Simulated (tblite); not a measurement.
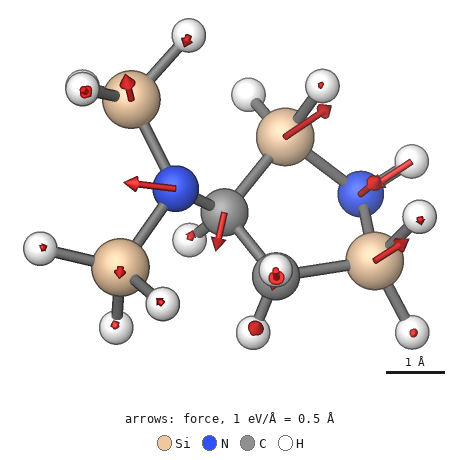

Starting geometry of C₂H₁₄N₂Si₄ with the computed forces as red arrows. A ball-and-stick model, seen at a tilt.

Theory: GFN2-xTB geometry optimisation, gas phase (tblite). 

### Is this structure relaxed? If not, where do the atoms go?

It isn't relaxed: the largest force vector, on a Si atom, is 2.57 eV/Å. The final displacements have little in common with the starting forces (cosine between the two patterns 0.11). The energy falls by 26.4 kcal/mol in 277 geometry steps. The atom that moves furthest after the best rigid fit is an H atom (1.71 Å). By element the largest moves are H 1.71 Å, C 0.90 Å, Si 0.88 Å, N 0.40 Å. Near-neighbour distances that change, for instance: Si–Si 3.228 → 3.488 Å, C–Si 1.831 → 1.910 Å, N–Si 1.812 → 1.735 Å, H–N 1.056 → 1.005 Å. Among the angles between lasting bonds that change: Si–N–Si 97.5° → 118.3°, Si–N–H 109.5° → 121.0°, Si–N–H 111.6° → 120.7°. Groups turn about C–Si by about 50°, C–C by about 30°.
